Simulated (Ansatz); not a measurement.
**C, response to strain**

Consider C in the graphite type structure (space group P6_3/mmc, No. 194; a = 2.458 Å, c = 6.565 Å; layered, stacked along the Cartesian z axis). Axes: x lies along a and z along c of the hexagonal cell.

Strains are applied to the cell and any free atomic positions relax.

Computed with plane-wave PAW DFT at the PBEsol-D3(BJ) level (Ansatz, an electronic-structure program, 420 eV), spin-orbit coupling left out, earlier PAW set.

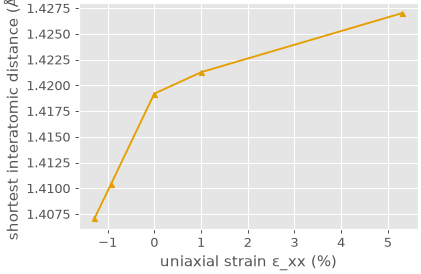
*Shortest interatomic distance against uniaxial strain ε_xx*

Problem. From the plot, what is the shortest interatomic distance for uniaxial strain ε_xx = +1.01 %?

Solution. About 1.421 Å.

Problem. Is the trend monotonic over the range shown?

Solution. Yes, it rises throughout, spanning 1.407 Å to 1.427 Å.

Stability against distortions was not tested.
